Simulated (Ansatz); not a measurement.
# AlH9N2Si (built from SMILES [NH2][AlH][NH2].[SiH4]): Born-Oppenheimer dynamics

Aim: follow the atoms for 30 steps of 0.75 fs with a Langevin thermostat, with velocities drawn for 700 K, and see to which side of the barrier the system falls.

Computed with Ansatz 0.2.0, Gaussian basis. Level: PBE0-D4/def2-SVP.

1 further run of the same task is left out (it didn't finish).

### 1 The system as given

The start, a first-order saddle point found at PBE0-D4 in triple zeta: 13 atoms, charge 0, spin multiplicity 1.

Atoms are counted from 1 here; the program's logs count them from 0.

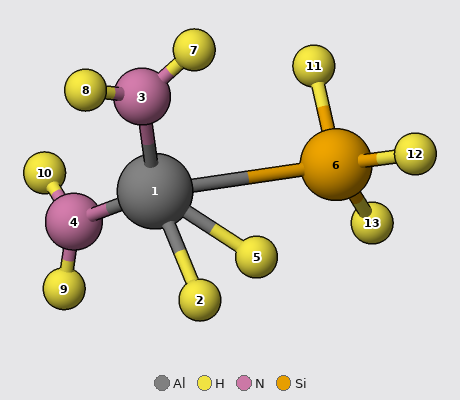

Start geometry, drawn with aluminium grey, hydrogen yellow, nitrogen pink, silicon amber; atoms are numbered from 1 in the order of the file.

Coordinates:

```
Al    0.44219    0.39018    0.49905
H     1.37291   -1.00693    0.91875
N     1.12678    1.52862   -0.66895
N    -0.45968    0.79648    1.96599
H     0.61679   -1.24925    0.16352
Si   -0.80620   -1.32353   -1.11972
H     1.04423    1.44886   -1.66810
H     1.79683    2.24088   -0.43011
H    -0.46604    0.23983    2.80373
H    -1.20372    1.47412    1.98758
H    -1.69465   -0.24900   -1.66266
H    -0.08980   -1.92696   -2.28029
H    -1.67954   -2.36331   -0.50878
```

### 2 The run

The input, md/in.yaml:

```yaml
crystal:
  periodic: [false, false, false]
  atoms:
    - {symbol: Al, position_ang: [0.442189, 0.390184, 0.499046]}
    - {symbol: H, position_ang: [1.372907, -1.006933, 0.918745]}
    - {symbol: N, position_ang: [1.126781, 1.528616, -0.668954]}
    - {symbol: N, position_ang: [-0.459675, 0.796483, 1.965994]}
    - {symbol: H, position_ang: [0.616795, -1.249246, 0.163516]}
    - {symbol: Si, position_ang: [-0.806204, -1.323527, -1.119720]}
    - {symbol: H, position_ang: [1.044226, 1.448859, -1.668097]}
    - {symbol: H, position_ang: [1.796833, 2.240877, -0.430107]}
    - {symbol: H, position_ang: [-0.466045, 0.239826, 2.803732]}
    - {symbol: H, position_ang: [-1.203716, 1.474120, 1.987575]}
    - {symbol: H, position_ang: [-1.694653, -0.248997, -1.662658]}
    - {symbol: H, position_ang: [-0.089802, -1.926956, -2.280292]}
    - {symbol: H, position_ang: [-1.679535, -2.363307, -0.508781]}
basis:
  gaussian: {orbitals: def2-SVP}
hamiltonian: {xc: pbe0, dispersion: d4}
md: {n_steps: 30, timestep: 0.75, temperature: 700, ensemble: nvt_langevin, seed: 747, friction: 0.002, initial_velocities: maxwell_boltzmann}
```

The run is started by

```
ansatz run in.yaml --threads 4 --pin off --events-out ev --progress --plain --max-ram 9574MiB
```

Output, shortened:

```text
Functional definition: PBE0
  name "PBE0"
  cite "Adamo & Barone, J. Chem. Phys. 110, 6158 (1999) doi:10.1063/1.478522"
  cite "Perdew, Burke & Ernzerhof, Phys. Rev. Lett. 77, 3865 (1996) doi:10.1103/PhysRevLett.77.3865"
  parent pbe
[...]
1155 factors; integrals over basis functions are off by at most 3.1e-4 eV
[...]
mean field -17583.90741404 eV, -646.1966786653 hartree, gradient 2.2e-5 eV, S^2 0.000000; 0 other end points of the search recorded, 0 dependent functions left out
[...]
reference -17583.90744802 eV, -646.1966799140 hartree; 25, 25 occupied and 84, 84 virtual orbitals, 1155 factors
md step     0: t =     0.00 fs  T =   646.2 K  F+E_penalty+E_count = -17584.12672052 eV  E_kin = 1.085784 eV  (24 SCF iters)
[...]
md step     7: t =     5.25 fs  T =   349.5 K  F+E_penalty+E_count = -17583.63856687 eV  E_kin = 0.587370 eV  (27 SCF iters, 3 dispersion substeps)
[...]
md step    14: t =    10.50 fs  T =   500.7 K  F+E_penalty+E_count = -17583.91880512 eV  E_kin = 0.841378 eV  (25 SCF iters, 3 dispersion substeps)
[...]
md step    21: t =    15.75 fs  T =   855.7 K  F+E_penalty+E_count = -17584.41525380 eV  E_kin = 1.437904 eV  (26 SCF iters, 3 dispersion substeps)
[...]
md step    28: t =    21.00 fs  T =   819.5 K  F+E_penalty+E_count = -17584.50915945 eV  E_kin = 1.377051 eV  (24 SCF iters, 3 dispersion substeps)
[...]
md step    29: t =    21.75 fs  T =   902.1 K  F+E_penalty+E_count = -17584.64943027 eV  E_kin = 1.515875 eV  (26 SCF iters, 3 dispersion substeps)
[...]
md step    30: t =    22.50 fs  T =   896.3 K  F+E_penalty+E_count = -17584.65090206 eV  E_kin = 1.506157 eV  (26 SCF iters, 3 dispersion substeps)
Total energy: -17584.65093560 eV, -646.2240025789 hartree
Atom 0 at     0.307451     0.375080     0.384488 Å, force    -0.687804     0.158860     1.164338 eV/Å
Atom 1 at     2.238215    -1.067348     1.011406 Å, force    -1.241467    -0.592585    -0.488684 eV/Å
Atom 2 at     1.153762     1.511311    -0.719272 Å, force     0.343761    -0.468593     0.093608 eV/Å
Atom 3 at    -0.240415     0.673988     2.157830 Å, force     0.015696     0.304448    -1.512968 eV/Å
Atom 4 at     1.573002    -1.447599     0.717028 Å, force     1.199621     0.580639     0.553371 eV/Å
Atom 5 at    -0.897966    -1.181643    -1.113722 Å, force    -1.050783    -0.046084    -1.253971 eV/Å
Atom 6 at     0.996268     1.142548    -1.666953 Å, force     0.375710     0.483615     0.221975 eV/Å
Atom 7 at     2.060065     1.995237    -0.656122 Å, force    -0.731457    -0.181594    -0.043343 eV/Å
Atom 8 at    -0.280439     0.088932     2.986337 Å, force     0.221354    -0.183909    -0.233260 eV/Å
Atom 9 at    -1.127296     1.199167     2.134547 Å, force     0.455192    -0.124012     0.096810 eV/Å
Atom 10 at    -2.101354    -0.450157    -1.916126 Å, force     1.310789    -0.473487     0.611808 eV/Å
Atom 11 at    -0.048168    -1.950040    -2.158291 Å, force    -0.253400     0.610597     0.362020 eV/Å
Atom 12 at    -1.686860    -2.317711    -0.550018 Å, force     0.042788    -0.067895     0.428297 eV/Å
Dipole moment:     0.443634     0.018331     0.290632 e Å
```

Wall time 1.9 min (4 threads of AMD EPYC, shared host).

### 3 Frames and traces

Step by step:

```
time (fs)  T (K)  potential (meV)  potential + kinetic (meV)  Al1–Si6 (Å)  H2–H5 (Å)  Al1–H2 (Å)  H5–Si6 (Å)
     0.00    646              0.0                        0.0        2.668      1.096       1.730       1.918
     0.75    641             37.3                       29.0        2.667      1.096       1.745       1.939
     1.50    571            140.3                       14.8        2.666      1.097       1.759       1.961
     2.25    508            253.4                       22.0        2.665      1.098       1.773       1.984
     3.00    444            344.6                        5.6        2.664      1.096       1.785       2.008
     3.75    403            411.8                        2.7        2.662      1.088       1.796       2.035
     4.50    375            462.8                        6.8        2.661      1.074       1.805       2.065
     5.25    350            488.2                      -10.3        2.659      1.054       1.811       2.097
     6.00    355            467.9                      -21.9        2.657      1.027       1.815       2.132
     6.75    387            391.4                      -44.7        2.654      0.994       1.818       2.170
     7.50    453            268.7                      -55.2        2.651      0.953       1.821       2.213
     8.25    524            144.0                      -61.9        2.648      0.903       1.823       2.261
     9.00    537             79.1                     -104.4        2.645      0.846       1.826       2.313
     9.75    536            109.4                      -74.9        2.640      0.790       1.833       2.366
    10.50    501            207.9                      -36.5        2.635      0.745       1.847       2.417
    11.25    462            256.1                      -53.4        2.629      0.725       1.867       2.459
    12.00    518            164.7                      -50.5        2.622      0.736       1.897       2.488
    12.75    623             -3.0                      -41.6        2.614      0.772       1.934       2.508
    13.50    721           -142.6                      -17.7        2.605      0.819       1.977       2.524
    14.25    778           -218.7                        2.6        2.596      0.862       2.023       2.546
    15.00    825           -256.0                       44.5        2.586      0.891       2.068       2.574
    15.75    856           -288.5                       63.6        2.575      0.902       2.113       2.612
    16.50    848           -338.5                        1.4        2.565      0.892       2.154       2.661
    17.25    872           -403.4                      -23.7        2.554      0.860       2.191       2.720
    18.00    903           -450.9                      -19.0        2.542      0.810       2.225       2.788
    18.75    871           -416.8                      -38.9        2.530      0.751       2.257       2.861
    19.50    767           -291.2                      -87.5        2.519      0.700       2.290       2.931
    20.25    747           -241.3                      -71.3        2.507      0.682       2.329       2.988
    21.00    819           -382.4                      -91.2        2.496      0.707       2.378       3.029
    21.75    902           -522.7                      -92.6        2.485      0.763       2.434       3.058
    22.50    896           -524.2                     -103.8        2.474      0.821       2.490       3.087
```

Energies count from the start.

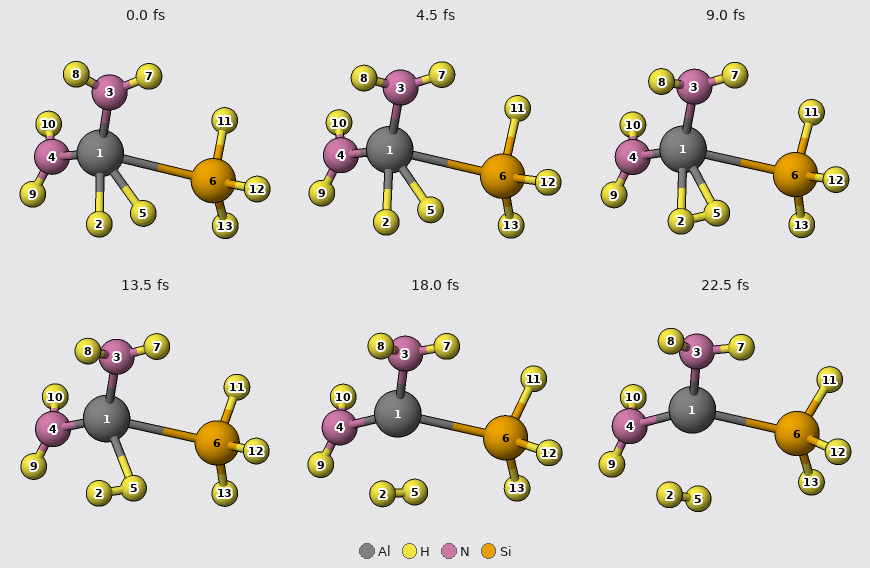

Six frames.

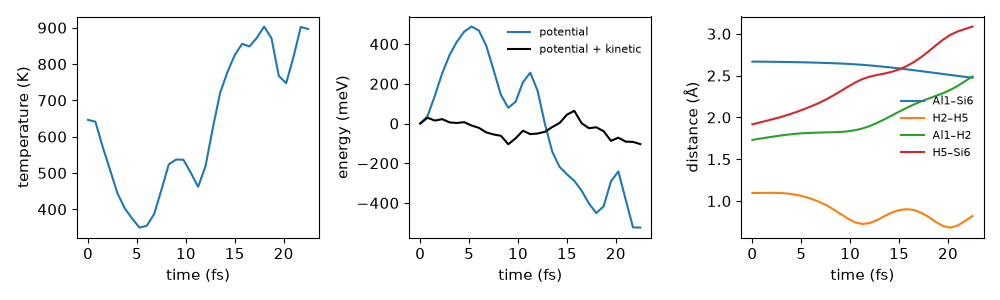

Temperature, energies and the distances followed.

Positions (Å) and forces (eV/Å) at 9.00 fs:

```xyz
13

Al    0.402    0.386    0.508   -0.333    0.089   -3.620
H     1.507   -1.017    0.889    0.606   -0.263    0.182
N     1.128    1.540   -0.741   -0.926   -1.088    1.467
N    -0.372    0.733    2.012   -0.072    0.244    1.073
H     1.029   -1.224    0.221    0.003   -0.169    0.433
Si   -0.856   -1.278   -1.117    0.694    1.274    0.469
H     1.099    1.358   -1.739    0.130   -0.009    0.119
H     1.966    1.991   -0.440    0.741    0.669   -0.228
H    -0.381    0.162    2.844   -0.082    0.033    0.200
H    -1.163    1.363    1.983   -0.108    0.047    0.168
H    -1.645   -0.208   -1.827   -0.537   -0.289    0.162
H    -0.070   -1.778   -2.272    0.213   -0.486   -0.114
H    -1.584   -2.362   -0.389   -0.329   -0.052   -0.311
```

Positions (Å) and forces (eV/Å) at 22.50 fs:

```xyz
13

Al    0.307    0.375    0.384   -0.688    0.159    1.164
H     2.238   -1.067    1.011   -1.241   -0.593   -0.489
N     1.154    1.511   -0.719    0.344   -0.469    0.094
N    -0.240    0.674    2.158    0.016    0.304   -1.513
H     1.573   -1.448    0.717    1.200    0.581    0.553
Si   -0.898   -1.182   -1.114   -1.051   -0.046   -1.254
H     0.996    1.143   -1.667    0.376    0.484    0.222
H     2.060    1.995   -0.656   -0.731   -0.182   -0.043
H    -0.280    0.089    2.986    0.221   -0.184   -0.233
H    -1.127    1.199    2.135    0.455   -0.124    0.097
H    -2.101   -0.450   -1.916    1.311   -0.473    0.612
H    -0.048   -1.950   -2.158   -0.253    0.611    0.362
H    -1.687   -2.318   -0.550    0.043   -0.068    0.428
```

### 4 What came out

| quantity | value |
| --- | --- |
| length | 30 steps, 22.5 fs |
| temperature at the start | 646 K |
| mean temperature, second half | 776 K |
| lowest and highest potential energy, from the first frame | -524 and 488 meV |
| largest change of potential + kinetic | 104.4 meV |
| bonds lost by distance | Al1–H2, Al1–H5 |

By the last frame it has moved towards the side where Al1–Si6, H2–H5 form. The system runs downhill by 0.52 eV, and that energy turns into motion. The thermostat trades energy with the molecule, so the sum of potential and kinetic energy isn't conserved: it changes by -104 meV over the run. The temperature runs between 350 and 903 K. Under Langevin the temperature counts 3N degrees of freedom, more than the drawn velocities fill, so it starts at 646 K, not 700 K.
